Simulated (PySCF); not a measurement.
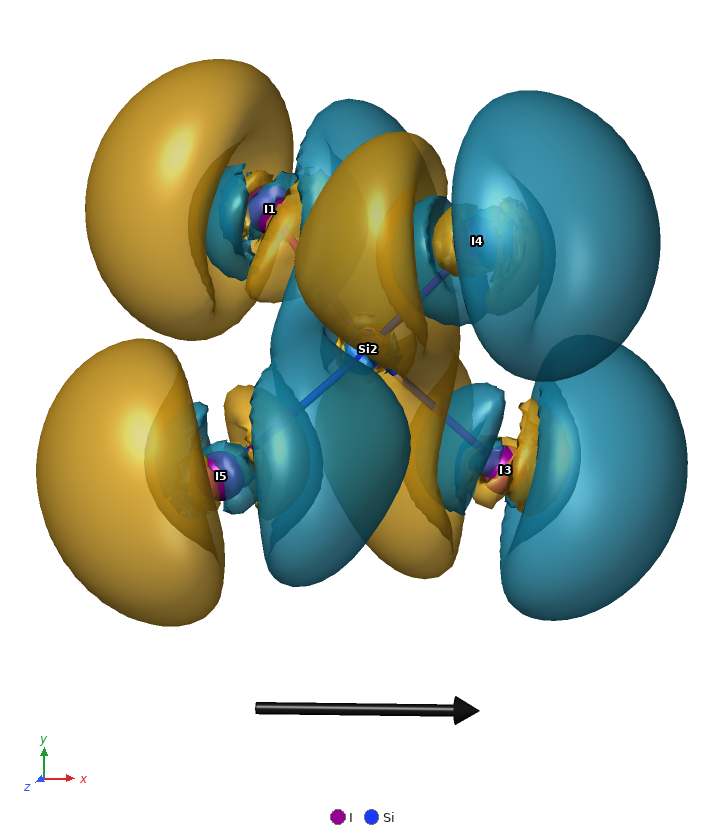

I₄Si, SMILES `I[Si](I)(I)I`. Change of the electron density in a uniform field of 0.21 V/Å along +x (arrow), surfaces at ±0.001 e/Å³ (yellow: gain, teal: loss).

Computed with PySCF, PBE0/def2-TZVP, geometry: GFN2-xTB. Core potentials replace the inner electrons of I; spin–orbit coupling isn't included. No frequency check shows the geometry to be a minimum. A basis without diffuse functions makes polarisabilities too small. GFN2-xTB bond lengths at metals and heavier atoms can be off by up to 0.1 Å and shapes distorted, which carries into these values.

Input script:

```python
import numpy as np
from pyscf import gto, scf, dft
from pyscf.scf import atom_ks, atom_hf
from scipy.linalg import block_diag

def solve(mol, dm0=None, hcore=None):
    mf = (dft.UKS if mol.spin else dft.RKS)(mol, xc='pbe0')
    mf.grids.level = 3
    mf = mf.density_fit(auxbasis='def2-universal-jkfit')
    mf.conv_tol, mf.max_cycle = 1e-8, 80
    if hcore is not None:
        mf.get_hcore = lambda *args: hcore
    mf.kernel(dm0)
    if not mf.converged:
        mf = mf.newton().run(mf.mo_coeff, mf.mo_occ, max_cycle=30)
    assert mf.converged, 'SCF not converged'
    return mf

mol = gto.M(atom='''
I     -1.36706     1.48514    -1.42685
Si    -0.00004    -0.00042    -0.00002
I      1.36706    -1.48509    -1.42685
I      1.48535     1.36687     1.42685
I     -1.48535    -1.36681     1.42685
''', basis='def2-tzvp', ecp={'I': 'def2-tzvp'}, charge=0, spin=0, verbose=4)
field = np.array([0.004, 0.0, 0.0])  # atomic units
mol.set_common_orig(mol.atom_charges() @ mol.atom_coords() / mol.atom_charges().sum())
mf = solve(mol)
out = dict(dm0=mf.make_rdm1(), d0=mf.dip_moment(unit='AU'), e0=mf.e_tot)
for name, sign in (('p', 1), ('m', -1)):
    h = mf.get_hcore() + sign * np.einsum('x,xij->ij', field, mol.intor('int1e_r'))
    mi = solve(mol, mf.make_rdm1(), h)
    out.update({'dm' + name: mi.make_rdm1(), 'd' + name: mi.dip_moment(unit='AU'), 'e' + name: mi.e_tot})
# spherically averaged free atoms, for the promolecule
atom_ks.AtomSphAverageRKS.init_guess_by_vsap = lambda self, mol=None: self.init_guess_by_minao(mol)  # core potentials
atm = atom_ks.get_atm_nrks(mol, xc='pbe0')
pro = block_diag(*[(atm[a[0]][2] * atm[a[0]][3]) @ atm[a[0]][2].T for a in mol._atom])
np.savez('result.npz', pro=pro, **out)
```

Launched as:

```sh
OMP_NUM_THREADS=1 python input.py
```

The run took 54 s on 1 thread of Intel(R) Xeon(R) 6975P-C (Granite Rapids) (shared host), peak memory 1.4 GiB.

Partitions, critical points and surface values were worked out afterwards from this run's density.

Question: How large is the response?

Answer: The induced dipole is 1.62 D (along the field); α along this axis, from the fields in both directions, is 159 bohr³ (23.6 Å³).

Question: Which atoms gain and lose the most charge?

Answer: Electrons gather most on I5 (Hirshfeld charge changes by −0.028 e) and leave I4 most (+0.028 e); 0.112 electrons are displaced in all.
